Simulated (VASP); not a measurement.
Energy against volume of Eu (bcc). Method: PW91 GGA, VASP's PBE PAW potentials (set 64) (plane waves; VASP).

The 4f electrons are frozen in the core of the lanthanide potential, so 4f levels, which can set the real gap, and their magnetism are missing.

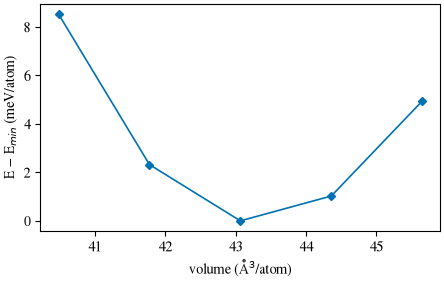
Energy against volume

**Question.** Estimate the equilibrium volume and the bulk modulus.

**Answer.** The minimum lies near 43.3 Å³/atom, and the curvature gives B0 of about 14 GPa.

Measured: bulk modulus 10.9 GPa (computed value off by +24.3 %), as given by arXiv:1012.3782; a 4.582 Å at 293 K (computed value off by -3.5 %), as given by Wikipedia, Europium (infobox). The calculation is for a static lattice, while the measured bulk modulus, a hold thermal and zero-point effects, which are part of the difference.

The compound is Eu in the bcc structure. It was relaxed first, which changed the volume by -10 %.
